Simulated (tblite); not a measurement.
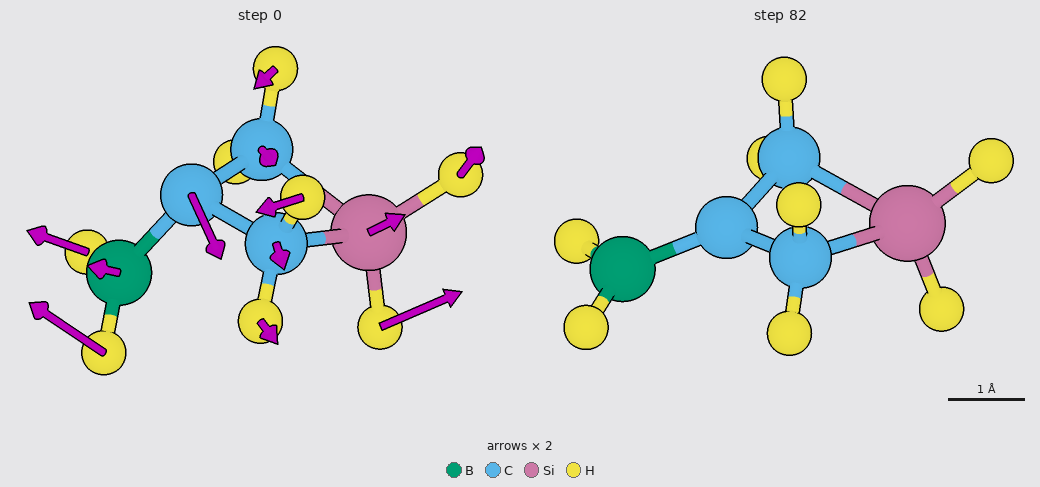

The structure of C3H8BSi (multiplicity 2) before (left) and after (right) a relaxation, at one scale. The purple arrows give the displacements, magnified 2 times.

A ball-and-stick model, seen from a free direction.

Level of theory: GFN2-xTB geometry optimisation, gas phase in tblite 0.8.0. 

Q: What changed between the two?

A: An H atom moves most after the best rigid fit: 0.73 Å. Largest moves by element: H 0.73 Å, C 0.60 Å, Si 0.28 Å, B 0.25 Å. Near-neighbour distances that change, for instance: B–C 1.593 → 1.501 Å, C–Si 1.845 → 1.918 Å, C–H 1.111 → 1.088 Å, C–C 1.520 → 1.499 Å. Bond angles that change, for instance: B–C–C 107.6° → 128.6°, B–C–C 114.8° → 128.7°, Si–C–H 112.7° → 123.1°. After 82 geometry steps the energy has fallen by 26.2 kcal/mol.
